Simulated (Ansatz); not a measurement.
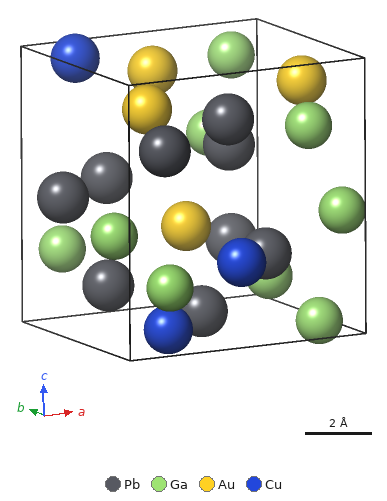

Starting frame of a dynamics run of an amorphous cell of composition Ga₈Cu₃Pb₉Au₄ (24 atoms in the cell). The picture is a spheres-only view of the simulation cell, seen slightly off an axis.

Level of theory: DFT PBE, scalar-relativistic, plane waves, PAW (Ansatz 0.2.0).

Input
```yaml
crystal:
  lattice:
    - [7.856003, 0.115636, 0.177995]
    - [0.115636, 8.443614, 0.052054]
    - [0.177995, 0.052054, 8.432589]
  atoms:
    - { symbol: Pb, position: [0.2925575565, 0.8513424513, 0.5137412702] }
    - { symbol: Pb, position: [0.195820075, 0.6288301932, 0.1651884833] }
    - { symbol: Pb, position: [0.8292086777, 0.8724429642, 0.235914549] }
    - { symbol: Pb, position: [0.210698574, 0.1301998158, 0.721302495] }
    - { symbol: Pb, position: [0.5304407572, 0.4947372545, 0.0571406224] }
    - { symbol: Pb, position: [0.6752357694, 0.553013239, 0.639213285] }
    - { symbol: Pb, position: [0.7078440227, 0.2870056871, 0.2789202864] }
    - { symbol: Pb, position: [0.5401402632, 0.2629732353, 0.7856433976] }
    - { symbol: Pb, position: [0.0089705067, 0.6355788644, 0.5017745454] }
    - { symbol: Ga, position: [0.9387731892, 0.0814689006, 0.4422750343] }
    - { symbol: Ga, position: [0.928257388, 0.2759488189, 0.0149308662] }
    - { symbol: Ga, position: [0.0894487238, 0.3376790214, 0.3955227499] }
    - { symbol: Ga, position: [0.1699346836, 0.9981682513, 0.2477386215] }
    - { symbol: Ga, position: [0.7416201629, 0.8767279275, 0.6306471117] }
    - { symbol: Ga, position: [0.880891629, 0.2631888528, 0.7297256936] }
    - { symbol: Ga, position: [0.8711473353, 0.957961006, 0.8879895291] }
    - { symbol: Ga, position: [0.8500123752, 0.5694449512, 0.1445445793] }
    - { symbol: Au, position: [0.9845066836, 0.5526061458, 0.8420326116] }
    - { symbol: Au, position: [0.5515582361, 0.6836793291, 0.3374538658] }
    - { symbol: Au, position: [0.5195904321, 0.9187865779, 0.8711952914] }
    - { symbol: Au, position: [0.3510980899, 0.6015562402, 0.7920490489] }
    - { symbol: Cu, position: [0.4899909914, 0.0334007703, 0.3039734546] }
    - { symbol: Cu, position: [0.180069471, 0.8921313847, 0.9539604583] }
    - { symbol: Cu, position: [0.2684721081, 0.2322797413, 0.0538343241] }
  symmetry: { detect: false }
basis:
  ecutwfc: 320
  xc_grid: 1
kpoints:
  mp_grid: { grid: [1, 1, 1], shift: [0.25, 0.25, 0.25] }
hamiltonian:
  xc: pbe
scf:
  occupations: { method: fermi_dirac, width: 0.0896 }
  lower_state_search: "off"
  convergence: { dr2_threshold: 1.0e-05 }
output:
  forces: true
  stress: true
md:
  timestep: 3.0
  n_steps: 24
  ensemble: nvt_langevin
  friction: 0.03
  temperature: 1040.0
  initial_velocities: maxwell_boltzmann
  seed: 50995
```

Run as
```bash
ansatz run input.yaml --threads 2 --pin off --max-ram 5120MiB --backend cpu --events-out ev --progress --plain --runs-dir out
```

**Predict how the run goes.**

Over the second half the temperature averages 922 K (spread ±193 K). The potential energy in the second half lies on average 9.4 meV per atom below the first frame. The mean pressure there is 6.9 GPa. In the second half of the run the atoms are, in the root-mean-square, this far from where they began (common drift taken out): Ga 0.26 Å, Cu 0.20 Å, Pb 0.15 Å, Au 0.13 Å. The run lasts only 72 fs, too short to tell vibration from diffusion.

Along the run (each row but the first and the last is the mean over the interval that it begins):

```json
{"time (fs)": "0.0", "potential energy (meV/atom)": "0.0", "T (K)": "997", "p (GPa)": "6.6"}
{"time (fs)": "12.0", "potential energy (meV/atom)": "7.3", "T (K)": "1087", "p (GPa)": "6.9"}
{"time (fs)": "24.0", "potential energy (meV/atom)": "-3.5", "T (K)": "1335", "p (GPa)": "7.0"}
{"time (fs)": "36.0", "potential energy (meV/atom)": "-6.9", "T (K)": "1059", "p (GPa)": "7.0"}
{"time (fs)": "48.0", "potential energy (meV/atom)": "-5.4", "T (K)": "712", "p (GPa)": "6.9"}
{"time (fs)": "60.0", "potential energy (meV/atom)": "-12.8", "T (K)": "921", "p (GPa)": "6.9"}
{"time (fs)": "72.0", "potential energy (meV/atom)": "-21.5", "T (K)": "1213", "p (GPa)": "6.9"}
```

The paths of the atoms, magnified 2 times:

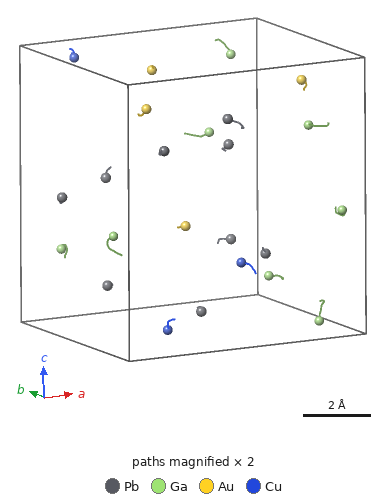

Limits of the set-up: the k-point mesh is coarse for a cell with partly filled bands; the cutoff lies below the recommended one; the periodic images lie only 7.9 Å apart, so the values are limited by the cell's size.
